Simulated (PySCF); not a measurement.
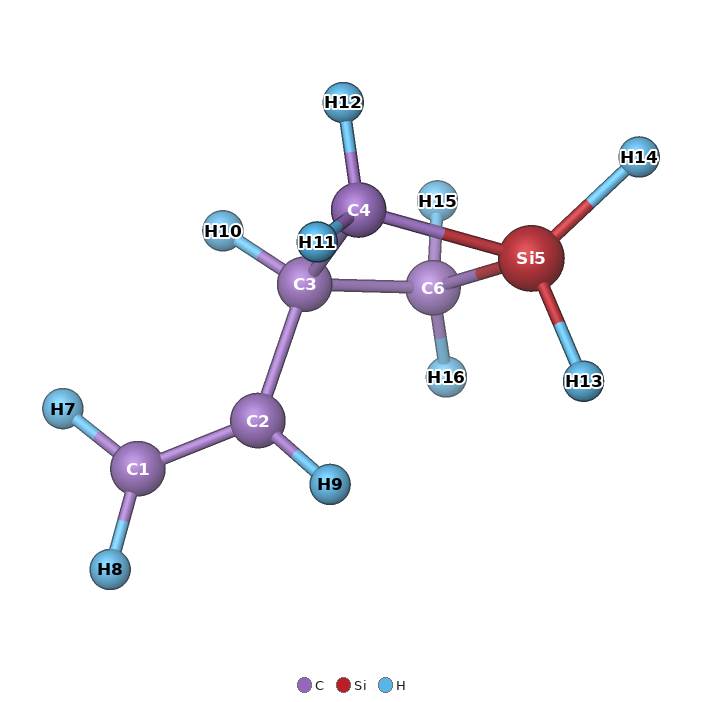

Depth is shown by fading: the farther an atom, the more it takes the colour of the background. The geometry was computed by an optimisation with PBE0-D3(BJ)/def2-SVP. No frequency run is at hand to confirm it as a minimum.

### How is the 4-membered ring C3–C4–Si5–C6 puckered?

It is puckered (butterfly). The Cremer–Pople amplitude Q is 0.27 Å.

### Give the torsion angles round the ring, beginning with the bond from its second to its third atom.

16°, −16°, 20°, −20°.
